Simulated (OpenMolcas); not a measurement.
How basis sets differ on AlSiH5 (SMILES [AlH2][SiH3])

AlSiH5 has 7 atoms, charge 0, and is taken as a singlet. SMILES: `[AlH2][SiH3]`. The shape comes from GFN2-xTB, which is rough for such elements, and wasn't checked as a minimum.

```xyz
7

Al   -0.3496   -1.3373    0.0836
Si    0.2475    1.0042   -0.0681
H     0.5959   -2.4821    0.5832
H    -1.7295   -1.9771   -0.2904
H     0.1604    1.5921   -1.4254
H    -0.5665    1.9217    0.7634
H     1.6418    1.2786    0.3537
```

Each level gives the dipole moment (D). The values are calculated.

| level | kind | program | value (D) | CPU time |
| --- | --- | --- | --- | --- |
| HF/STO-3G | Hartree–Fock | OpenMolcas | 0.61 | 1.8 s |
| HF/3-21G | Hartree–Fock | OpenMolcas | 0.38 | 1.9 s |
| HF/ANO-R1 (sfX2C) | Hartree–Fock | OpenMolcas | 0.24 | 5.2 s |
| HF/def2-SVP | Hartree–Fock | OpenMolcas | 0.17 | 3.1 s |
| HF/pcseg-2 | Hartree–Fock | OpenMolcas | 0.10 | 29 s |

The values span 0.10 to 0.61 D. Magnitudes only: a small dipole may point the other way at some levels. Sets without polarisation functions give poor dipoles. Without the sets that lack polarisation functions the rows with a basis span only 0.10 to 0.24 D. Times are those of the runs behind each value, whatever else they computed, on shared processors of several kinds: orders of magnitude only.

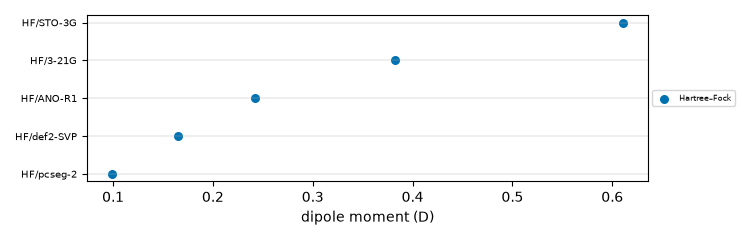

The values of the table, level by level.
